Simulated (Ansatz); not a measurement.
The end point of a relaxation of Bi. Space group R-3m (No. 166), AFLOW prototype A_hR2_166_c (A7, as in As). All values below come from PBEsol (plane waves to 420 eV, PAW, scalar-relativistic; Ansatz, a quantum-chemistry and plane-wave program).

```xyz
2
Lattice="2.2628 1.3064 3.8827 -2.2628 1.3064 3.8827 0.0000 -2.6128 3.8827" Properties=species:S:1:pos:R:3 pbc="T T T"
Bi     0.0000     0.0000     2.7582
Bi     0.0000     0.0000     8.8900
```

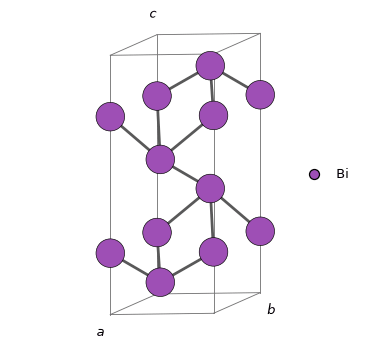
Fig. 1. The conventional cell of the relaxed structure

For Bi, the volume per atom is 34.43 Å³. The band gap is zero (metallic) and the shortest distances is Bi–Bi 3.08 Å. The k-mesh comes out as 13×13×13.

Band energies at high-symmetry points (eV from the Fermi level; labels of this space group; no spin-orbit coupling), from −5 eV up to 5.0 eV:

| point | energies |
|---|---|
| Γ | -1.51 -1.24 -1.24 2.73 3.05 3.05 |
| T | -0.85 -0.53 -0.53 0.52 0.52 0.56 |
| H2 | -4.20 -4.15 -0.31 0.66 |
| H0 | -4.20 -4.15 -0.31 0.66 |
| L | -1.17 -1.03 -0.29 -0.27 0.37 0.79 |
| S0 | -4.52 -2.55 -2.55 3.07 3.17 4.60 |
| S2 | -4.52 -2.55 -2.55 3.07 3.17 4.60 |
| F | -4.87 -3.13 -2.99 2.40 |

No spin polarisation in the result.

The run could not lose the symmetry of its start; a randomly shaken copy of 2 atoms returns to this structure.
